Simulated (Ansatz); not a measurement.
Dissociation curve of BH, singlet.

Computed with: RKS-BLYP = Ansatz (an electronic-structure program) with restricted BLYP/aug-cc-pVQZ; RKS-CAM-B3LYP = restricted CAM-B3LYP/aug-cc-pVQZ run with Ansatz; RKS-PBE = restricted PBE/aug-cc-pVQZ (Ansatz); UKS-PBE = unrestricted PBE/aug-cc-pVQZ run with Ansatz; UKS-CAM-B3LYP = Ansatz with unrestricted CAM-B3LYP/aug-cc-pVQZ; UKS-BLYP = unrestricted BLYP/aug-cc-pVQZ (Ansatz); UCCSD(T) = Ansatz with CCSD(T) on UHF/aug-cc-pVQZ, frozen core; FCI = Ansatz with full CI/aug-cc-pVQZ, frozen core.

Cost and accuracy over the 22 points of the scan, with FCI as yardstick. Costs are rough ratios of core time within Ansatz on shared cores, each with its mean field (Kohn-Sham runs search longer for lower solutions than correlated ones do); the miss is the largest error against full CI of the curve after the mean shift, in mEh.

Question: Which of them comes closest to FCI within 2 times the cost of the cheapest?

Answer: RKS-BLYP, 30.0 mEh off at most.

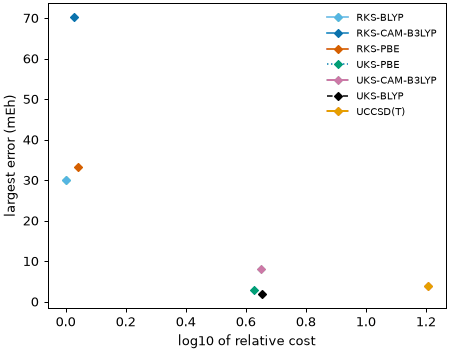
*Miss against cost, one point a level.*

```tsv
level	relative cost	largest error
RKS-BLYP	1	30.0
RKS-CAM-B3LYP	1	70.2
RKS-PBE	1	33.3
UKS-PBE	4	2.9
UKS-CAM-B3LYP	4	8.1
UKS-BLYP	5	1.9
UCCSD(T)	20	3.8
```

Costs within a factor of two of each other count as equal.

The restricted form behind RKS-BLYP, RKS-CAM-B3LYP, RKS-PBE keeps the bonding electrons paired and can't separate into open-shell fragments. The unrestricted determinant behind UKS-PBE is spin-contaminated at 0.99 to 1.44, 2.48 to 4.96 Å (<S²> up to 1.0, against 0.00 for a pure singlet). The unrestricted determinant behind UKS-CAM-B3LYP is spin-contaminated at 0.99 to 1.32, 2.20 to 4.96 Å (<S²> up to 1.0, against 0.00 for a pure singlet). The unrestricted determinant behind UKS-BLYP is spin-contaminated at 0.99 to 1.24, 2.48 to 4.96 Å (<S²> up to 1.0, against 0.00 for a pure singlet). The unrestricted determinant behind UCCSD(T) is spin-contaminated at 0.99 to 4.96 Å (<S²> up to 1.0, against 0.00 for a pure singlet).
